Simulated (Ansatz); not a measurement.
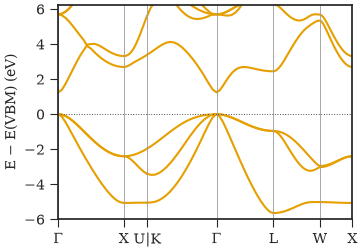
Fig. 1. Band structure from plane-wave PAW LDA (Ansatz code)

Q: Read off the gap and where the band edges lie.

A: About 1.2 eV (1.25 eV by a search for the band edges); maximum at Γ, minimum at Γ.

Q: Pick the material that matches.
A. GaN, zinc blende
B. ZnSe, zinc blende
C. InP, zinc blende
D. GaAs, zinc blende

A: B, ZnSe, zinc blende

Space group F-43m (zinc blende). The cell was relaxed with LDA under the symmetry of its start. Scalar-relativistic: spin–orbit coupling is off unless named, which matters more the heavier the elements.

Potentials: the earlier of the program's two PAW sets. The files were generated under PBE; for other functionals the program regenerates the frozen cores, and for LDA and PBEsol the local potential too.
